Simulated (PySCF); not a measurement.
C4H4N2O, SMILES `N#C/C=C/C(N)=O`.

Computed with PySCF, TPSS/6-31+G*, geometry: GFN2-xTB. No frequency check shows the geometry to be a minimum.

Cartesian coordinates (Å):

```
N1      -3.4263   -0.2978    0.0000
C2      -2.3282    0.0333    0.0000
C3      -0.9812    0.4360    0.0000
C4       0.0397   -0.4249    0.0000
C5       1.4378    0.0803    0.0000
N6       2.3790   -0.8937    0.0000
O7       1.7160    1.2600    0.0000
H8      -0.7845    1.5019    0.0000
H9      -0.1196   -1.4939    0.0000
H10      2.1496   -1.8711    0.0000
H11      3.3489   -0.6252    0.0000
```

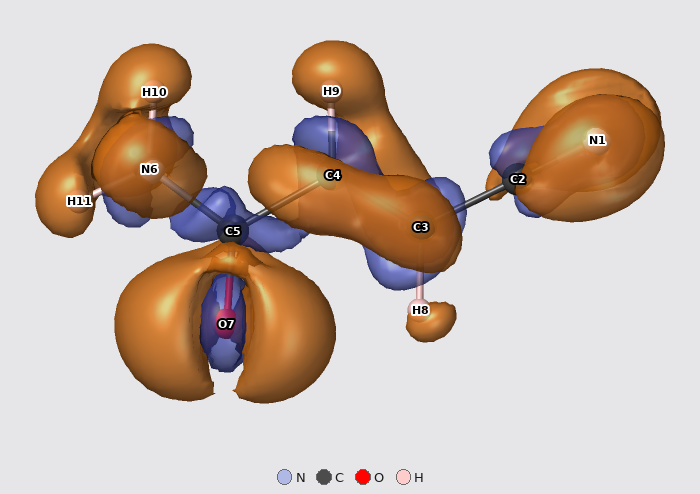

Fukui function f⁻ = ρ(N) − ρ(N−1) at fixed geometry, surfaces at ±0.015 e/Å³ (orange positive, blue negative).

On which atoms does the density change most on removal of an electron?

Answer. f⁻ (Hirshfeld-condensed) is largest on O7 (0.25) and N1 (0.17); the vertical ionisation energy is 9.86 eV (the stability of the cation's solution wasn't checked). Condensed values hint at sites of electrophilic attack but needn't mark the atom that reacts. Orbital relaxation makes it negative in places (0.21 e in all).

Run time: 8.9 min on 1 thread of AMD EPYC 9R45 96-Core Processor (Zen 5), with other jobs on the host, peak memory 0.86 GiB.
